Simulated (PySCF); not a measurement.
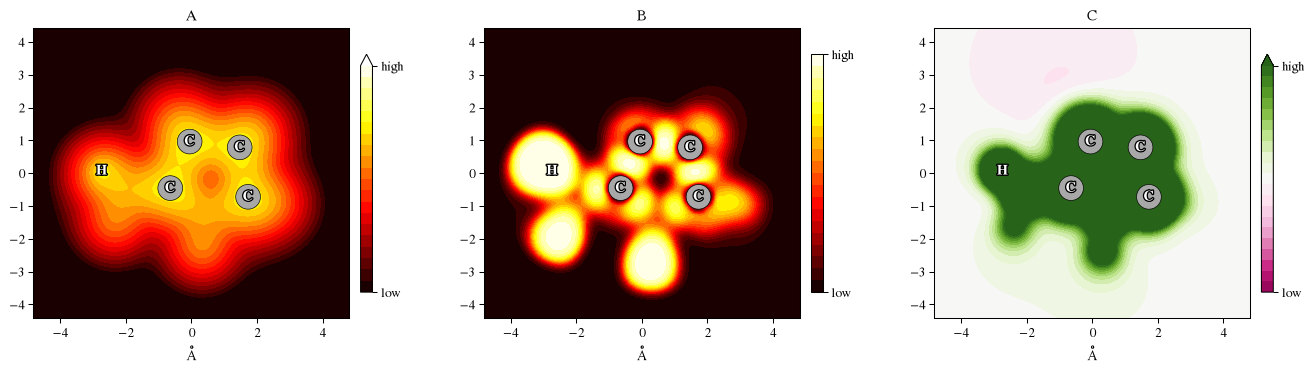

C₆H₁₁F: 3 fields on the plane of atoms C2, C6 and C5, with unlabelled colour scales. Grey discs cover the atomic cores.

Geometry: GFN2-xTB.

Computed with PBE0/def2-SVPD, SCF density, gas phase in PySCF 2.14.0.

**Which field does each panel show? The fields are: electron density, electron localisation function and electrostatic potential.**

Panel A: electron density. Panel B: electron localisation function. Panel C: electrostatic potential (strongly positive close to the atoms and fading to about zero outside). From the grid: C–C (1.54 Å): ρ at the midpoint is about 1.7 e/Å³; the ELF peaks at about 0.95 between the atoms (a covalent bond).
